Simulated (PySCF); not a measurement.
**C₂H₃Br₂Ga: electronic excitations**

Wanted: the electronic excitations of C₂H₃Br₂Ga (`Br/C=[CH]/[GaH][Br]`), by calculation.

The runs use PySCF 2.14.0, with density-fitted response routines of our own; the level of theory stands in each step. All values are computed, except where a source is named. Atoms count from 0, in the outputs and in this text.

### Step 1. The molecule as given

8 atoms, charge 0, multiplicity 1; geometry from: GFN2-xTB.

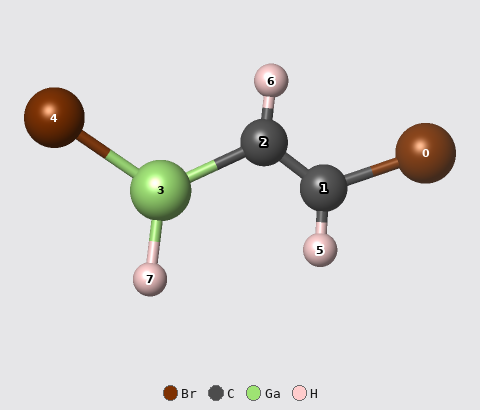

As it starts; bromine brown, carbon dark grey, gallium green, hydrogen pink, atoms numbered.

### Step 2. Excited states and response: CAM-B3LYP/def2-SVPD

Job settings and geometry (Å):

```
{"job": {"kind": "uv", "xc": "CAM-B3LYP", "basis": "def2-SVPD", "nstates": 8, "ntriplets": 3}, "charge": 0, "multiplicity": 1}
Br     3.196521     0.017938    -0.179984
C      1.326473    -0.349794    -0.229444
C      0.392621     0.493159     0.182478
Ga    -1.534093    -0.082949     0.049510
Br    -3.222727     1.280238     0.730762
H      1.118366    -1.332495    -0.634969
H      0.665139     1.469349     0.581640
H     -1.933243    -1.486034    -0.524559
```

Method: TDDFT CAM-B3LYP/def2-SVPD, vertical, gas phase, core orbitals frozen in the response.

Command:

```console
OMP_NUM_THREADS=1 python probes_run.py task.json out
```

This one command runs all jobs of the session in turn.

Standard output:

```text
coarse grid: 39856 points
cycle   1  E = -7150.5475396853  dE = -2.217e+00  |g| = 5.947e-01  |ddm| = 3.951e+00
cycle   2  E = -7150.5446653447  dE =  2.874e-03  |g| = 6.768e-01  |ddm| = 1.808e+00
cycle   3  E = -7150.6120663126  dE = -6.740e-02  |g| = 5.336e-02  |ddm| = 1.016e+00
cycle   4  E = -7150.6125374413  dE = -4.711e-04  |g| = 2.127e-02  |ddm| = 1.085e-01
cycle   5  E = -7150.6126337761  dE = -9.633e-05  |g| = 1.195e-02  |ddm| = 5.128e-02
cycle   6  E = -7150.6126704795  dE = -3.670e-05  |g| = 1.595e-03  |ddm| = 1.704e-02
cycle   7  E = -7150.6126715004  dE = -1.021e-06  |g| = 4.671e-04  |ddm| = 4.287e-03
final grid: 77976 points
cycle   8  E = -7150.6126191176  dE = -1.052e-07  |g| = 3.563e-04  |ddm| = 2.120e-03
cycle   9  E = -7150.6126191240  dE = -6.396e-09  |g| = 3.693e-04  |ddm| = 1.070e-03
cycle  10  E = -7150.6126191604  dE = -3.638e-08  |g| = 5.396e-05  |ddm| = 5.333e-04
cycle  11  E = -7150.6126191614  dE = -9.431e-10  |g| = 2.269e-05  |ddm| = 1.008e-04
converged SCF energy = -7150.6126191614

Static polarisability (au): isotropic 102.931, principal 67.534 85.902 155.356

Singlet excitations
state   eV       nm        f      main configurations
  1   4.9625    249.8   0.00045   H-1->L 0.91
  2   5.3195    233.1   0.28375   H->L 0.94
  3   5.7760    214.7   0.00010   H->L+1 0.67, H->L+2 0.14, H->L+4 0.10
  4   5.8933    210.4   0.00077   H-2->L 0.66, H-4->L 0.21
  5   6.1122    202.8   0.00001   H-4->L 0.68, H-2->L 0.16
  6   6.1579    201.3   0.01420   H-3->L 0.92
  7   6.3807    194.3   0.09777   H-1->L+1 0.61, H-2->L+4 0.11, H-2->L+1 0.09
  8   6.4422    192.5   0.00247   H-5->L 0.95

Triplet excitations (Tamm-Dancoff, eV): 3.8760 4.6996 5.2991
```

It took 51 s on 1 thread of Arm Neoverse V1, shared host; peak memory 0.84 GiB.

Frontier orbitals and where they lie:

```
orbital      eV                         atoms
 HOMO−3  -10.16            Br4 86 %, Ga3 10 %
 HOMO−2   -9.92    Br0 71 %, Br4 14 %, C1 9 %
 HOMO−1   -9.47  Br4 48 %, Br0 15 %, Ga3 14 %
   HOMO   -9.09    Br0 49 %, C2 22 %, C1 21 %
   LUMO   -1.17   Ga3 45 %, C1 15 %, Br4 14 %
 LUMO+1    0.03  Ga3 30 %, Br4 24 %, Br0 21 %
 LUMO+2    0.58    Ga3 50 %, Br0 24 %, C1 7 %
```

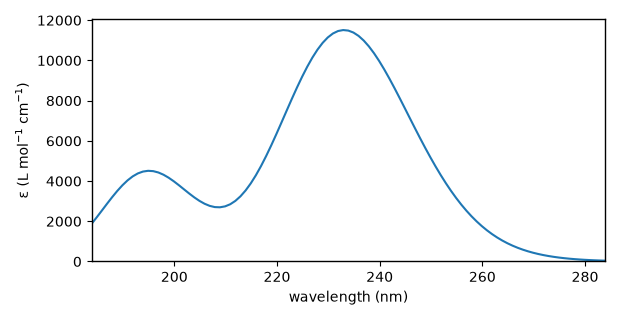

Absorption spectrum: each of the 8 states is a Gaussian band of 0.4 eV half-width at 1/e. Beyond the last state computed it falls off for lack of states.

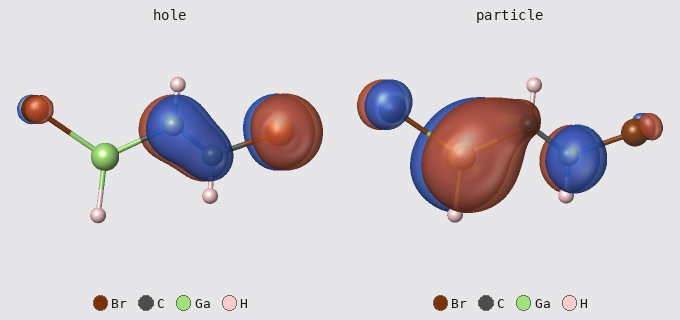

Leading natural transition orbitals of singlet state 2: the electron leaves the hole (left) for the particle orbital (right).

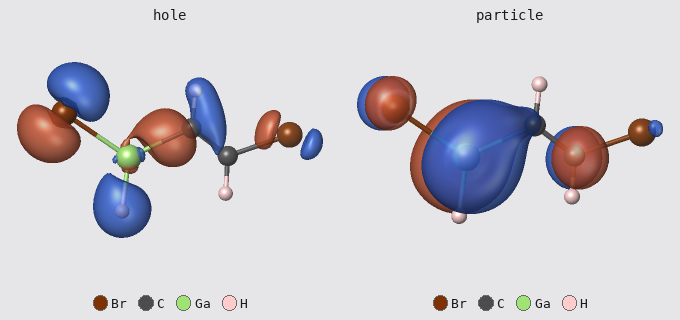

Leading natural transition orbitals of singlet state 1: the electron leaves the hole (left) for the particle orbital (right).

Ground-state properties from the same run:

| property | computed |
| --- | --- |
| dipole moment (D) | 1.04 |
| polarisability (Å³) | 15.25 |
| HOMO–LUMO gap (eV) | 7.92 |
| −ε(HOMO) (eV) | 9.09 |

Orbitals, density, ELF and potential are computed afterwards from the orbital file.

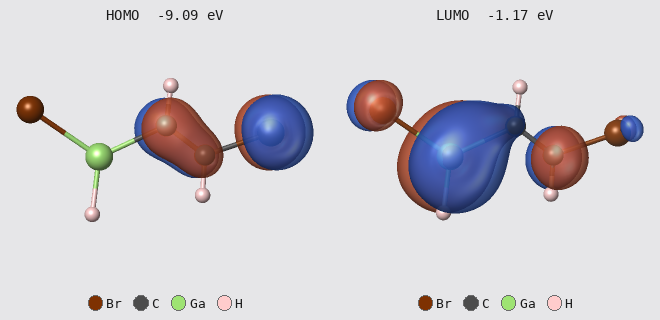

CAM-B3LYP/def2-SVPD orbitals near the gap, drawn at the value that encloses 70 % of each; the two colours are the two signs.

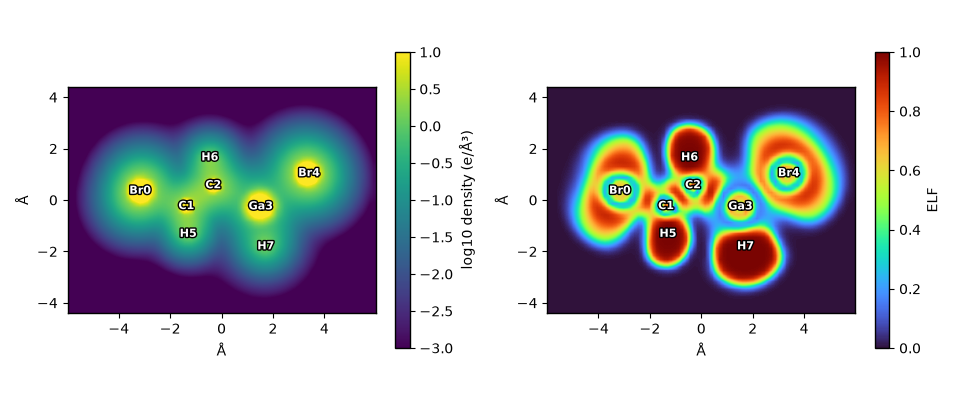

Density (left) and ELF (right) in a plane through or near 8 of the atoms.

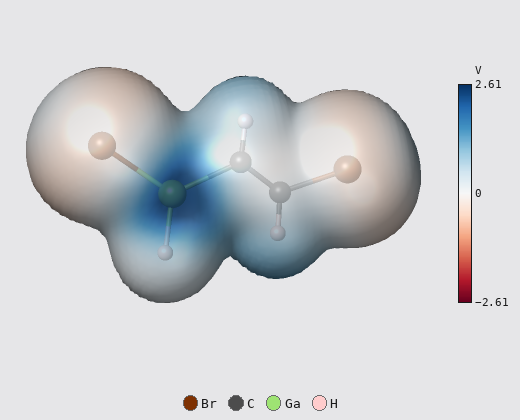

Electrostatic potential on the surface of density 0.002 e/bohr³; red is low, blue high. It runs from -0.43 V near Br4 to 2.61 V near Ga3.

### Step 3. Results

| quantity | value |
| --- | --- |
| lowest singlet (CAM-B3LYP/def2-SVPD) | 4.96 eV (250 nm), f = 0.000 |
| brightest single state of those computed | state 2, 5.32 eV, f = 0.284 |
| lowest triplet | 3.88 eV |
| surface potential, least and greatest | -0.43 V and 2.61 V |

What this shows: The first singlet state (HOMO−1→LUMO 0.91) lies at 4.96 eV and is dark; of the 8 states computed, the strongest absorption comes from state 2 at 5.32 eV. The lowest triplet lies 1.09 eV below the lowest singlet (triplets in Tamm-Dancoff, singlets in full TDDFT). At CAM-B3LYP/def2-SVPD, counted by nearest atom on the grid, the HOMO lies on Br0 52 %; C2 25 %, the LUMO on Ga3 48 %; C1 14 %.
